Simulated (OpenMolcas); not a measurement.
Run report: BHS, geometry relaxation (part 1 of 3)

- system: BHS (hydrogen boron sulfide)
- method: B3P86/ANO-L-VTZP, RKS (OpenMolcas 26.06)

The geometry comes from this level: GFN2-xTB.

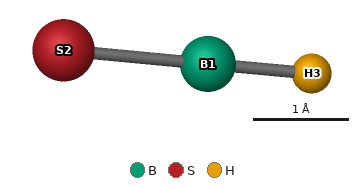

*The input geometry (ball-and-stick view, seen at a tilt; atoms are numbered from 1 in the order of the input).*

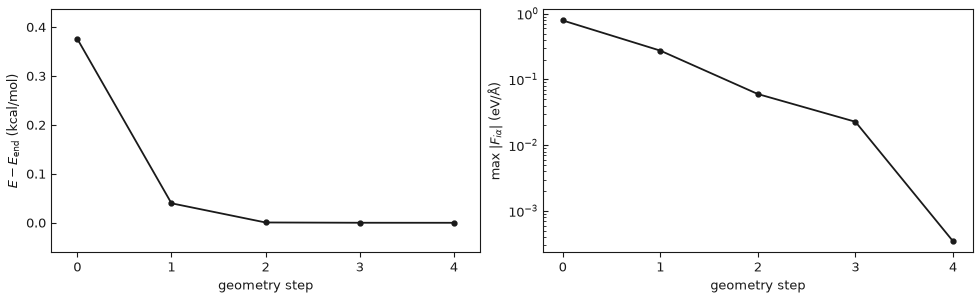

*Progress of the relaxation, step by step (steps are counted from 0).*

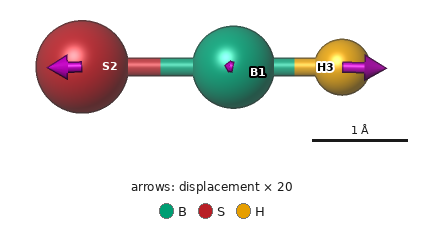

*The starting structure with the displacements as pink arrows, magnified 20 times (ball-and-stick view, seen on its broad side). The two geometries are laid on each other by the best rigid fit.*

Over 4 geometry steps the energy falls by 0.38 kcal/mol. The largest force component goes from 0.79 to 0.00035 eV/Å. The atom that moves furthest after the best rigid fit is H3 (0.024 Å). By element the largest moves are H 0.024 Å, S 0.019 Å, B 0.005 Å. Distances before and after: B1–H3 1.144 → 1.173 Å, B1–S2 1.592 → 1.606 Å. (Atoms are counted from 1 in the order of the input.)

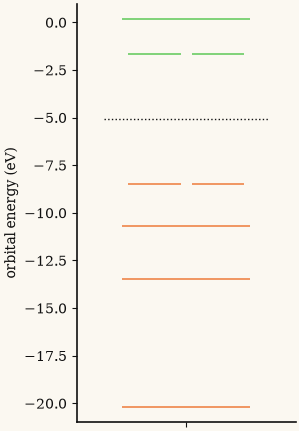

*Orbital energies near the frontier; the dotted line parts filled from empty levels, and levels within 0.02 eV of each other stand side by side.*

Highest filled −8.49 eV, lowest empty −1.66 eV, 6.83 eV apart.

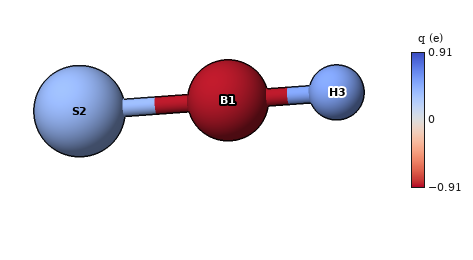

*Mulliken charges, as the colour of each atom (ball-and-stick view, seen at a tilt; atoms are numbered from 1 in the order of the input).*

By element: B −0.87, S +0.38 and H +0.50 e.

The input and output of the run follow.

**The input**
```
* BHS Kohn-Sham DFT

&GATEWAY
 Coord=input.xyz
 Basis=ANO-L-VTZP
 Group=NoSym
>>> EXPORT MOLCAS_MAXITER=40
>>> Do While

&SEWARD

&SCF
 KSDFT=HYB_GGA_XC_B3P86
 PrOrbitals=0

&SLAPAF
>>> EndDo
```

**File input.xyz**
```
3

B     -0.041030    -0.016100     0.142540
S      0.395320     0.146510    -1.379660
H     -0.354300    -0.130410     1.237110
```

Launched with:
```bash
export MOLCAS_MEM=1860
pymolcas job.input > job.log
```

**Log**
```
--- Start Module: gateway ---

                                              &GATEWAY

                       available to each process: 1.9 GB of memory, 1 thread

++    Symmetry information:
      ---------------------

                    Character Table for C1

                             E
                    a        1  x, y, xy, Rz, z, xz, Ry, yz, Rx, I
--

++    Basis set information:
      ----------------------

      Basis set label: B.ANO-L...4S3P2D1F.

      Electronic valence basis set:
      ------------------
      Associated Effective Charge   5.000000 au
      Associated Actual Charge      5.000000 au
      Nuclear Model: Point charge

      Shell  nPrim  nBasis  Cartesian Spherical Contaminant
         s      14       4        X
         p       9       3        X
         d       4       2                 X
         f       3       1                 X

      Basis set label: S.ANO-L...5S4P2D1F.

      Electronic valence basis set:
      ------------------
      Associated Effective Charge  16.000000 au
      Associated Actual Charge     16.000000 au
      Nuclear Model: Point charge

      Shell  nPrim  nBasis  Cartesian Spherical Contaminant
         s      17       5        X
         p      12       4        X
         d       5       2                 X
         f       4       1                 X

      Basis set label: H.ANO-L...3S2P1D.

      Electronic valence basis set:
      ------------------
      Associated Effective Charge   1.000000 au
      Associated Actual Charge      1.000000 au
      Nuclear Model: Point charge

      Shell  nPrim  nBasis  Cartesian Spherical Contaminant
         s       8       3        X
         p       4       2        X
         d       3       1                 X
--

++    Molecular structure info:
      -------------------------

                    ************************************************
                    **** Cartesian Coordinates / bohr, angstrom ****
                    ************************************************

     Center  Label                x              y              z                     x              y              z
        1      B1              -0.077535      -0.030425       0.269362             -0.041030      -0.016100       0.142540
        2      S2               0.747047       0.276864      -2.607180              0.395320       0.146510      -1.379660
        3      H3              -0.669530      -0.246439       2.337799             -0.354300      -0.130410       1.237110

                    ***************************************
                    *    InterNuclear Distances / bohr    *
                    ***************************************

               1 B1            2 S2            3 H3
    1 B1       0.000000
    2 S2       3.008131        0.000000
    3 H3       2.162303        5.170430        0.000000

                    *******************************************
                    *    InterNuclear Distances / angstrom    *
                    *******************************************

               1 B1            2 S2            3 H3
    1 B1       0.000000
    2 S2       1.591834        0.000000
    3 H3       1.144241        2.736074        0.000000
--

            Nuclear Potential Energy             32.00145865 au

--- Stop Module: gateway /rc=_RC_ALL_IS_WELL_ ---

>>> EXPORT MOLCAS_MAXITER = 40

--- Start Module: seward ---

                                              &SEWARD

                       available to each process: 1.9 GB of memory, 1 thread

               SEWARD will generate:
                  Multipole Moment integrals up to order  2
                  Kinetic Energy integrals
                  Nuclear Attraction integrals (point charge)
                  One-Electron Hamiltonian integrals
                  Velocity integrals
                  Orbital angular momentum around (  0.5082   0.1880  -1.7740 )
                  Velocity quadrupole around (  0.5082   0.1880  -1.7740 )
                  Two-Electron Repulsion integrals

                   Integrals are discarded if absolute value <: 1.00E-14
                   Integral cutoff threshold is set to       <: 1.00E-16

            Nuclear Potential Energy             32.00145865 au

      Basis set specifications :
      Symmetry species         a
      Basis functions           78

--- Stop Module: seward /rc=_RC_ALL_IS_WELL_ ---
--- Module seward spent 3 seconds ---

--- Start Module: scf ---

                                                &SCF

                       available to each process: 1.9 GB of memory, 1 thread

 ###############################################################################
 ###     Minimized-density-differences option turned off!                    ###
 ###############################################################################
++    Input section:
      --------------

      Header of the integral files:

      Cartesian coordinates in angstrom:
      -----------------------------------------------------
      No.  Label        X            Y            Z
      -----------------------------------------------------
       1   B1        -0.04103000  -0.01610000   0.14254000
       2   S2         0.39532000   0.14651000  -1.37966000
       3   H3        -0.35430000  -0.13041000   1.23711000
      -----------------------------------------------------
      Nuclear repulsion energy =   32.00145865
--

++    Orbital specifications:
      -----------------------

      Symmetry species               1
                                     a
      Frozen orbitals                0
      Occupied orbitals             11
      Secondary orbitals            67
      Deleted orbitals               0
      Total number of orbitals      78
      Number of basis functions     78
--

      Molecular charge                           0.000

      Numerical integration parameters
      --------------------------------
      Radial quadrature type:                         MHL
      Size of radial grid:                            75
      Lebedev angular grid:                           29
      Angular grid pruned with the crowding factor:  3.00E+00
                                 and fading factor:  6.00E+00
      Screening threshold for integral computation:   1.00E-11
      Radial quadrature accuracy:                     1.00E-25
      Maximum batch size:                             128
      AO values are stored on disk
      The same grid will be used for all iterations.

      DFT functional specifications
      -----------------------------
      Using Libxc version: 6.2.2
      Please cite the following reference:
      S. Lehtola, C. Steigemann, M. J.T. Oliveira, and M. A.L. Marques.,  SoftwareX 7, 1–5 (2018) doi:10.1016/j.softx.2017.11.002

      * B3P86
        - Defined through Gaussian implementation. doi:

++    Optimization specifications:
      ----------------------------

      SCF Algorithm: Conventional
      D(i)-D(i-1) density differences are used
      Number of density matrices in core                 5
      Maximum number of NDDO SCF iterations            400
      Maximum number of HF SCF iterations              400
      Threshold for SCF energy change             1.00E-09
      Threshold for density matrix                1.00E-04
      Threshold for Fock matrix                   1.50E-04
      Threshold for linear dependence             1.00E-09
      Threshold at which DIIS is turned on        1.50E-01
      Maximum depth in the DIIS procedure                5
      Maximum depth in the BFGS Hessian update          30
      Threshold at which QNR/C2DIIS is turned on  7.50E-02
      Threshold for Norm(delta) (QNR/C2DIIS)      1.00E-03
      All orbitals punched on: SCFORB
--

      Input vectors read from INPORB
      Orbital file label: *Guess orbitals

++ Convergence information
                                   [...]      iterations: Energy and convergence statistics

Iter     Tot. [...]      One-elec.       Two-elec.     Energy      Max Dij or  Max Fij      DNorm      TNorm      AccCon     Time
         Energy          Energy          Energy        Change      Delta Norm                                                in Sec.
   1  -423.485784770  -666.608252304   211.121008883   0.00E+00    3.71E-01*   1.26E-01*    6.33E+00   1.01E+02   None         0.
   2  -423.531501096  -673.354899580   217.821939832  -4.57E-02*   3.59E-01*   7.01E-02*    3.53E+00   1.03E+02   EDIIS        0.
   3  -423.676446236  -672.865996637   217.188091750  -1.45E-01*   3.44E-01*   5.27E-02*    1.21E+00   1.03E+02   EDIIS        0.
   4  -423.658624729  -668.751623339   213.091539959   1.78E-02*   3.30E-02*   3.03E-02*    9.09E-01   1.02E+02   EDIIS        0.
   5  -423.735841170  -671.469373020   215.732073199  -7.72E-02*   2.79E-02*   7.10E-03*    2.18E-01   1.03E+02   c2DIIS       0.
   6  -423.735892198  -671.076670136   215.339319287  -5.10E-05*   5.10E-02*   8.07E-03*    1.75E-01   1.02E+02   QNRc2DIIS    0.
   7  -423.734785289  -671.279725281   215.543481341   1.11E-03*   3.44E-02*   1.46E-02*    2.07E-01   1.03E+02   QNRc2DIIS    0.
   8  -423.736767963  -671.431370170   215.693143555  -1.98E-03*   7.93E-03*   2.90E-03*    1.29E-01   1.03E+02   QNRc2DIIS    0.
   9  -423.736911008  -671.270140078   215.531770418  -1.43E-04*   1.80E-04    9.82E-05     2.78E-02   1.03E+02   QNRc2DIIS    0.
  10  -423.736911107  -671.271680649   215.533310890  -9.82E-08*   1.29E-04    2.73E-05     1.07E-03   1.03E+02   QNRc2DIIS    0.
  11  -423.736911116  -671.271289742   215.532919975  -8.95E-09*   4.04E-05    1.28E-05     6.56E-04   1.03E+02   QNRc2DIIS    0.
  12  -423.736911118  -671.271403714   215.533033944  -2.47E-09*   4.49E-07    1.20E-07     2.15E-04   1.03E+02   QNRc2DIIS    0.
  13  -423.736911118  -671.271404604   215.533034835  -3.75E-12    1.23E-07    3.40E-08     3.44E-06   1.03E+02   QNRc2DIIS    0.

       Convergence after  13 Iterations
--

 *****************************************************************************************************************************
 *                                             SCF/KS-DFT Program, Final results                                             *
 *                                                       Final Results                                                       *
 *****************************************************************************************************************************

::    Total KS-DFT energy                            -423.7369111181
      One-electron energy                            -671.2714046042
      Two-electron energy                             215.5330348346
      Nuclear repulsion energy                         32.0014586515
      Kinetic energy (interpolated)                   422.4941147088
      Virial theorem                                    1.0029415709
      Total spin, S(S+1)                                0.0000000000
      Total spin, S                                     0.0000000000
      Max non-diagonal density matrix element           0.0000000769
      Max non-diagonal Fock matrix element              0.0000000050

      No orbitals printed

++    Molecular charges:
      ------------------

      Mulliken charges per centre
      ---------------------------

                B1      S2      H3
      Total    5.9262 15.6039  0.4699

      N-E     -0.9262  0.3961  0.5301

      Total electronic charge=   22.000000

      Total            charge=   -0.000000
--

++    Static properties:
      ------------------

      LoProp Charges per center

                   B1       S2       H3
      Nuclear      5.0000  16.0000   1.0000
      Electronic  -4.9911 -16.0189  -0.9900

      Total        0.0089  -0.0189   0.0100
--

++    Natural Bond Order analysis
      ---------------------------
      Based on LoProp computed density
      -------------------------------------------------------------------------------------
      Atom A       Atom B       Bond Order
      -------------------------------------------------------------------------------------
      NBO located      0.990 non-bonded electrons on atom B1
      NBO located      0.990 non-bonded electrons on atom B1
      NBO located      1.003 non-bonded electrons on atom S2
      NBO located      1.000 non-bonded electrons on atom S2
      NBO located      0.998 non-bonded electrons on atom S2
      NBO located      0.999 non-bonded electrons on atom S2
      NBO located      0.999 non-bonded electrons on atom S2
      The remaining    5.041 electrons are to be considered as diffuse
--

++    Molecular properties:
      ---------------------
```
